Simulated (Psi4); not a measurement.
Energy and gradient calculation of C$_{2}$H$_{4}$P (charge +1) (part 1 of 2)

C$_{2}$H$_{4}$P, charge +1, SMILES C1=C[PH2+]1, computed with PBE0/pcseg-2, RKS (Psi4 1.11).

The geometry comes from this level: GFN2-xTB.

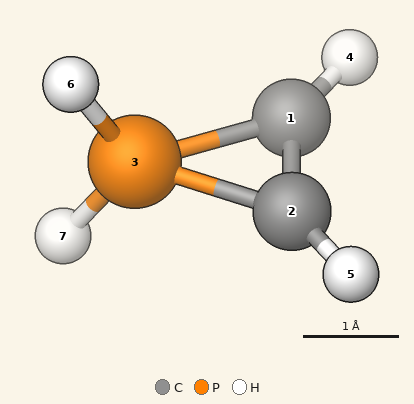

Figure 1. The input geometry (ball-and-stick view, seen at a tilt; atoms are numbered from 1 in the order of the input).

## The input (c2h4p.dat)
```
memory 1600 mb

molecule system {
  1 1
  C     -0.778470    -0.566580    -0.234630
  C     -0.248980     0.502140    -0.818500
  P      0.641320     0.041450     0.655330
  H     -1.561160    -1.297370    -0.289630
  H     -0.328630     1.179530    -1.645860
  H      0.433780     0.766330     1.810910
  H      1.842140    -0.625510     0.522380
  symmetry c1
  no_reorient
  no_com
}

set basis pcseg-2
set reference rks
set puream true
set e_convergence 1e-09
set d_convergence 1e-08
set scf_type pk
set dft_radial_points 99
set dft_spherical_points 590

energy_value, wavefunction = gradient("pbe0", return_wfn=True)
oeprop(wavefunction, "LOWDIN_CHARGES", "MAYER_INDICES", "WIBERG_LOWDIN_INDICES", title="PBE0")
print_variables()
```

Command:
```bash
psi4 -i c2h4p.dat -o c2h4p.out -n 1
```

## What the program printed
```
Psi4 1.11 release

gradient() will perform analytic gradient computation.

   => Loading Basis Set <=

    Name: PCSEG-2
    Role: ORBITAL
    Keyword: BASIS

         ---------------------------------------------------------
                                   SCF
                              RKS Reference
                        1 Threads,   1525 MiB Core
         ---------------------------------------------------------

  ==> Geometry <==

    Molecular point group: c1
    Full point group: C1

    Geometry (in Angstrom), charge = 1, multiplicity = 1:

       Center              X                  Y                   Z               Mass
    ------------   -----------------  -----------------  -----------------  -----------------
         C           -0.778470000000    -0.566580000000    -0.234630000000    12.000000000000
         C           -0.248980000000     0.502140000000    -0.818500000000    12.000000000000
         P            0.641320000000     0.041450000000     0.655330000000    30.973761998420
         H           -1.561160000000    -1.297370000000    -0.289630000000     1.007825032230
         H           -0.328630000000     1.179530000000    -1.645860000000     1.007825032230
         H            0.433780000000     0.766330000000     1.810910000000     1.007825032230
         H            1.842140000000    -0.625510000000     0.522380000000     1.007825032230

  Running in c1 symmetry.

  Rotational constants: A =      0.92742  B =      0.33069  C =      0.26535 [cm^-1]
  Rotational constants: A =  27803.42967  B =   9913.69444  C =   7954.94963 [MHz]
  Nuclear repulsion =   99.413318340834124

  Charge       = 1
  Multiplicity = 1
  Electrons    = 30
  Nalpha       = 15
  Nbeta        = 15

  ==> Algorithm <==

  SCF Algorithm Type is PK.
  DIIS enabled.
  MOM disabled.
  Fractional occupation disabled.
  Guess Type is SAD.
  Energy threshold   = 1.00e-09
  Density threshold  = 1.00e-08
  Integral threshold = 1.00e-12

  ==> Primary Basis <==

  Basis Set: PCSEG-2
    Blend: PCSEG-2
    Number of shells: 56
    Number of basis functions: 150
    Number of Cartesian functions: 169
    Spherical Harmonics?: true
    Max angular momentum: 3

  ==> DFT Potential <==

   => LibXC <=

    Version 7.1.2

   => Composite Functional: PBE0 <=

    PBE0 Hyb-GGA Exchange-Correlation Functional

    Deriv               =              1
    GGA                 =           TRUE
    Meta                =          FALSE

    Exchange Hybrid     =           TRUE
    MP2 Hybrid          =          FALSE

   => Exchange Functionals <=

    0.7500   Perdew, Burke & Ernzerhof

   => Exact (HF) Exchange <=

    0.2500               HF

   => Correlation Functionals <=

    1.0000   Perdew, Burke & Ernzerhof

   => LibXC Density Thresholds  <==

    XC_HYB_GGA_XC_PBEH:  1.00E-15

   => Molecular Quadrature <=

    Radial Scheme          =       TREUTLER
    Pruning Scheme         =           NONE
    Nuclear Scheme         =       TREUTLER

    Blocking Scheme        =         OCTREE
    BS radius alpha        =              1
    Pruning alpha          =              1
    Radial Points          =             99
    Spherical Points       =            590
    Total Points           =         390270
    Total Blocks           =           2859
    Max Points             =            256
    Max Functions          =            150
    Weights Tolerance      =       1.00E-15

  ==> Integral Setup <==

  Using integral reordering PK algorithm.
  Sizing the integral batches needed.
  Building batch lookup table.
   Calculation information:
      Number of atoms:                   7
      Number of AO shells:              56
      Number of primitives:            105
      Number of atomic orbitals:       169
      Number of basis functions:       150

      Integral cutoff                 1.00e-12
      Number of threads:                 1

	Batch   1 pq = [       0,   11325] index = [             0,64133475] size =     64133475
  Task number: 3
  Buffer size: 30375000
  Buffer per thread: 2
  We computed 1337308 shell quartets total.
  Whereas there are 1274406 unique shell quartets.
     4.94 percent of shell quartets recomputed by reordering.

  ==> DiskJK: Disk-Based J/K Matrices <==

    J tasked:                  Yes
    K tasked:                  Yes
    wK tasked:                  No
    Memory [MiB]:             1029
    Schwarz Cutoff:          1E-12

  Cached 8.4% of DFT collocation blocks in 0.114 [GiB].

  Minimum eigenvalue in the overlap matrix is 2.9682463759E-04.
  Reciprocal condition number of the overlap matrix is 4.0780504595E-05.
    Using symmetric orthogonalization.

  ==> Pre-Iterations <==

  SCF Guess: Superposition of Atomic Densities via on-the-fly atomic UHF (no occupation information).

   -------------------------
    Irrep   Nso     Nmo
   -------------------------
     A        150     150
   -------------------------
    Total     150     150
   -------------------------

  ==> Iterations <==

                        Total Energy        Delta E     RMS |[F,P]|

   @RKS iter SAD:  -419.49264507288012   -4.19493e+02   0.00000e+00
   @RKS iter   1:  -419.22282379077831    2.69821e-01   4.17283e-03 DIIS/ADIIS
   @RKS iter   2:  -419.01562516362947    2.07199e-01   5.45172e-03 DIIS/ADIIS
   @RKS iter   3:  -419.41929755787902   -4.03672e-01   5.66120e-04 DIIS/ADIIS
   @RKS iter   4:  -419.42309048073440   -3.79292e-03   2.05919e-04 DIIS/ADIIS
   @RKS iter   5:  -419.42359327788870   -5.02797e-04   3.47863e-05 DIIS
   @RKS iter   6:  -419.42360620845614   -1.29306e-05   4.03565e-06 DIIS
   @RKS iter   7:  -419.42360639799614   -1.89540e-07   2.01284e-06 DIIS
   @RKS iter   8:  -419.42360643750021   -3.95041e-08   8.12619e-07 DIIS
   @RKS iter   9:  -419.42360644523444   -7.73423e-09   5.60384e-08 DIIS
   @RKS iter  10:  -419.42360644528407   -4.96243e-11   8.99808e-09 DIIS
  Energy and wave function converged.

  ==> Post-Iterations <==

   Electrons on quadrature grid:
      Ntotal   =   30.0000002360 ; deviation = 2.360e-07

    Orbital Energies [Eh]
    ---------------------

    Doubly Occupied:

       1A    -77.480464     2A    -10.504510     3A    -10.503479
       4A     -6.899813     5A     -5.035174     6A     -5.034131
       7A     -5.033314     8A     -1.121464     9A     -0.881022
      10A     -0.819299    11A     -0.755416    12A     -0.702689
      13A     -0.626887    14A     -0.563332    15A     -0.556529

    Virtual:

      16A     -0.246633    17A     -0.242894    18A     -0.199037
      19A     -0.176098    20A     -0.121060    21A     -0.099365
      22A     -0.088114    23A     -0.086795    24A     -0.035660
      25A     -0.018509    26A     -0.017421    27A      0.008886
      28A      0.012836    29A      0.056538    30A      0.075021
      31A      0.107769    32A      0.129940    33A      0.130936
      34A      0.157884    35A      0.173892    36A      0.182877
      37A      0.186777    38A      0.288940    39A      0.307947
      40A      0.328383    41A      0.422918    42A      0.456460
      43A      0.502425    44A      0.503951    45A      0.530943
      46A      0.569238    47A      0.621450    48A      0.720427
      49A      0.734099    50A      0.752625    51A      0.756545
      52A      0.785991    53A      0.804642    54A      0.827069
      55A      0.864011    56A      0.906031    57A      1.010138
      58A      1.021626    59A      1.043716    60A      1.064658
      61A      1.093317    62A      1.097368    63A      1.190839
      64A      1.200696    65A      1.281276    66A      1.305068
      67A      1.337068    68A      1.344842    69A      1.394132
      70A      1.426380    71A      1.430353    72A      1.495920
      73A      1.498636    74A      1.542166    75A      1.614152
      76A      1.658402    77A      1.681461    78A      1.770282
      79A      1.809413    80A      1.854832    81A      1.892893
      82A      1.897488    83A      1.986731    84A      2.102557
      85A      2.174616    86A      2.369209    87A      2.497451
      88A      2.825470    89A      2.955347    90A      2.977897
      91A      3.012504    92A      3.106745    93A      3.132870
      94A      3.140789    95A      3.232054    96A      3.268714
      97A      3.284716    98A      3.413197    99A      3.525350
     100A      3.539912   101A      3.559659   102A      3.588247
     103A      3.627308   104A      3.642537   105A      3.652147
     106A      3.657106   107A      3.705299   108A      3.785271
     109A      3.798130   110A      3.826881   111A      3.842438
     112A      3.862876   113A      3.882701   114A      3.933807
     115A      3.963039   116A      3.969541   117A      3.981146
     118A      4.049163   119A      4.078393   120A      4.088934
     121A      4.099668   122A      4.176536   123A      4.191461
     124A      4.199347   125A      4.260948   126A      4.264783
     127A      4.328121   128A      4.340202   129A      4.386668
     130A      4.404148   131A      4.435211   132A      4.440235
     133A      4.581705   134A      4.651379   135A      4.735800
     136A      4.775964   137A      4.844835   138A      4.857135
     139A      4.951334   140A      4.959638   141A      4.978425
     142A      5.213038   143A      5.307756   144A      5.488156
     145A      5.525960   146A      5.565810   147A      5.809421
     148A      6.395759   149A      6.487593   150A     20.738492

    Final Occupation by Irrep:
              A
    DOCC [    15 ]
    NA   [    15 ]
    NB   [    15 ]

  @RKS Final Energy:  -419.42360644528407

   => Energetics <=

    Nuclear Repulsion Energy =             99.4133183408341239
    One-Electron Energy =                -765.7885199405434378
    Two-Electron Energy =                 273.4936278756764523
    DFT Exchange-Correlation Energy =     -26.5420327212512461
    Empirical Dispersion Energy =           0.0000000000000000
    VV10 Nonlocal Energy =                  0.0000000000000000
    Total Energy =                       -419.4236064452840651

Computation Completed

Properties will be evaluated at   0.000000,   0.000000,   0.000000 [a0]

Properties computed using the SCF density matrix

 Multipole Moments:

 ------------------------------------------------------------------------------------
     Multipole            Electronic (a.u.)      Nuclear  (a.u.)        Total (a.u.)
 ------------------------------------------------------------------------------------

 L = 1.  Multiply by 2.5417464519 to convert [e a0] to [Debye]
 Dipole X            :         -6.8232346            7.2588727            0.4356381
 Dipole Y            :         -0.4590776            0.4877194            0.0286418
 Dipole Z            :         -6.9420348            7.3868827            0.4448479
 Magnitude           :                                                    0.6232901
```
